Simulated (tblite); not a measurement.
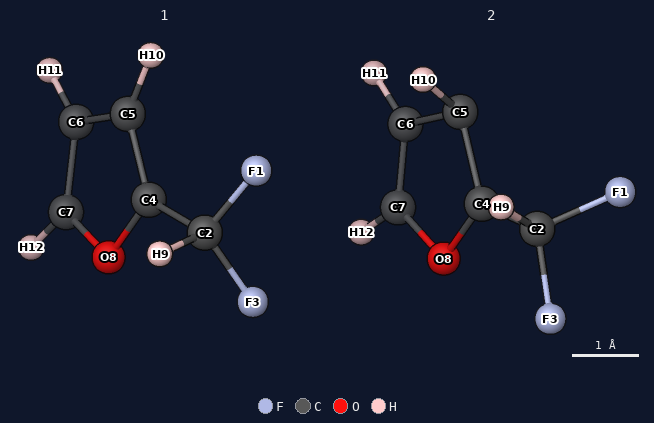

Two geometries of C5H4F2O (charge +1, multiplicity 2), drawn at one scale. One is the start of a relaxation, the other its converged end. Style: ball-and-stick. Shown from a free direction.

Theory: tblite, GFN2-xTB geometry optimisation, gas phase. 

Q: Which of the two is the end point?

A: Structure 1 is the relaxed one. H10 moves most after the best rigid fit: 1.00 Å. Largest moves by element: H 1.00 Å, F 0.84 Å, O 0.19 Å, C 0.17 Å. Some distances before and after: C5–C6 1.484 → 1.386 Å, C6–C7 1.320 → 1.409 Å, C4–C5 1.485 → 1.406 Å, C7–O8 1.384 → 1.319 Å. Bond angles that change, for instance: C6–C5–H10 111.8° → 128.4°, C4–C5–H10 111.4° → 126.1°, C2–C4–O8 128.1° → 119.4°. Groups turn about C2–C4 by about 40°. The energy falls by 42.4 kcal/mol in 76 geometry steps. The run took 0.5 s on 1 thread of Intel(R) Xeon(R) Processor @ 2.70GHz, with other jobs on the host.
